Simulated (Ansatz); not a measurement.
## GaAs: As on a Ga site (antisite), symmetric start

Take an 8-atom supercell of GaAs in the zinc blende structure (space group F-43m, No. 216; a = 5.667 Å) at its relaxed geometry as the base.

Now apply this change: one Ga atom is replaced by As, atoms relaxed at fixed cell.

All numbers come from r2SCAN (Ansatz, a program for electronic structure), no spin-orbit coupling. Γ-centred 4×4×4 mesh, Fermi–Dirac width 0.01 eV.

| quantity | base | changed | shift |
|---|---|---|---|
| pressure | 0.0 GPa | 3.7 GPa | +3.7 GPa |
| energy gained by relaxation | – | 0.17 eV | – |
| largest displacement of a host atom from its site in the perfect cell | – | 0.09 Å | – |
| mean distance from the defect site to its nearest host atoms | 2.45 Å | 2.54 Å | +0.09 Å |

Final structure:

```yaml
crystal:
  lattice:
    - [-5.66670, 0.00000, 0.00000]
    - [0.00000, 0.00000, 5.66670]
    - [0.00000, 5.66670, 0.00000]
  atoms:
    - { symbol: As, position: [0.25878, 0.74122, 0.74122] }
    - { symbol: As, position: [0.74122, 0.74122, 0.25878] }
    - { symbol: As, position: [0.74122, 0.25878, 0.74122] }
    - { symbol: As, position: [0.25878, 0.25878, 0.25878] }
    - { symbol: As, position: [0.00000, 0.00000, 0.00000] }
    - { symbol: Ga, position: [0.50000, 0.00000, 0.50000] }
    - { symbol: Ga, position: [0.50000, 0.50000, 0.00000] }
    - { symbol: Ga, position: [0.00000, 0.50000, 0.50000] }
```

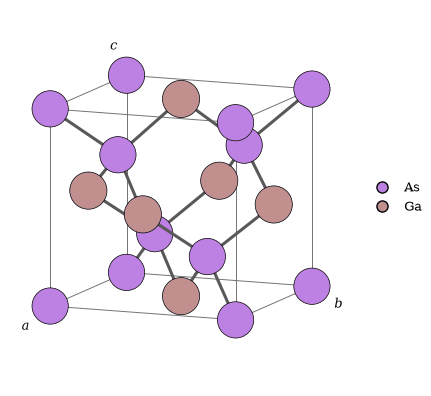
Fig. 1. The relaxed cell after the change

Other magnetic orders, which the real material may have, were not ruled out. The cell is small, so the values are those of an ordered compound at a high defect concentration; dilute-limit values will differ. A case with no gap was solved on a k-mesh chosen for an insulator, which is coarse for it. The defect started on the symmetric site and kept its symmetry, so it may sit on a saddle. Seeded moments were not kept for As on a Ga site (antisite). The defect cell is spin-polarised and ends with 0.0 μB.
